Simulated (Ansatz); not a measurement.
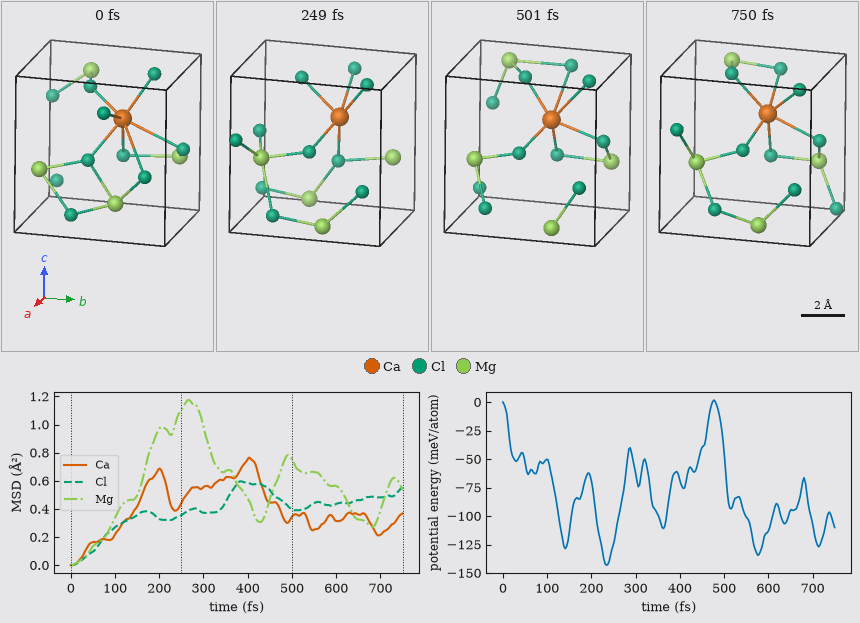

First-principles dynamics of an amorphous cell of composition CaMg4Cl10 (15 atoms in the cell), 750 fs long. It starts from the last geometry of an earlier run, with fresh velocities. Frames and the history of the run. A ball-and-stick model of the simulation cell, seen slightly off an axis. Atoms that leave the cell re-enter on the other side. Bonds to atoms that aren't drawn are left out.

These are results of DFT PBE, scalar-relativistic, plane waves, PAW (Ansatz 0.2.0), not measurements. Settings: plane-wave cutoff 420 eV; k-point mesh 1 × 1 × 1; Fermi-Dirac smearing 0.0991 eV; set temperature 1150 K; time step 3 fs.

Q: Describe the run.

A: Root-mean-square distances from the starting positions over the second half, with the common drift of all atoms taken out: Mg 0.72 Å, Cl 0.69 Å, Ca 0.63 Å. Against the typical shortest distance between atoms in the first frame, about 2.3 Å these are large excursions, but over 750 fs one can't yet tell strong vibration from the start of diffusion. Over the second half the temperature averages 1131 K (spread ±236 K). The potential energy is still drifting at the end, so the run hasn't reached equilibrium. The potential energy in the second half lies on average 82.2 meV per atom below the first frame. The mean pressure there is 2.8 GPa.

Limits of the set-up: the periodic images lie only 7.3 Å apart, so the values are limited by the cell's size.

Cost: 75 s on 2 threads of AMD EPYC 9R45 96-Core Processor (Zen 5), on a shared host, peak memory 0.52 GiB.
